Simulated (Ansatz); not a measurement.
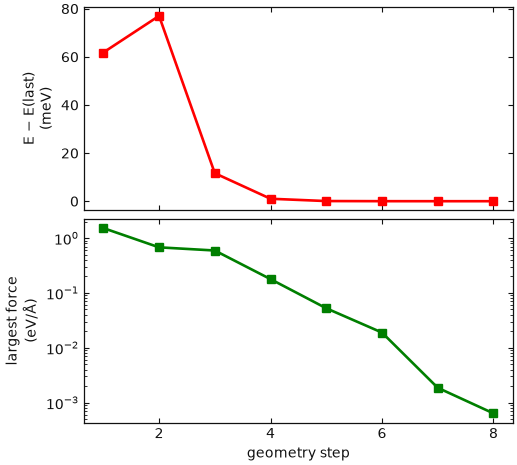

History of a geometry optimisation.

- system: H₂N₂ (SMILES [H]/N=N/[H])
- method: PBE0/def2-SVP, Gaussian basis in Ansatz development build ahead of 0.2.0

> How did it end, and what did it gain?

The optimisation met its thresholds at geometry 8, counting the start as the first. The energy fell by about 62 meV from the first step to the last, with a rise at step 2. The largest force goes from about 1.5 eV/Å at the start to 6 × 10⁻⁴ eV/Å at the end.

> By which step was nine tenths of the energy gained?

By step 4 of 8.
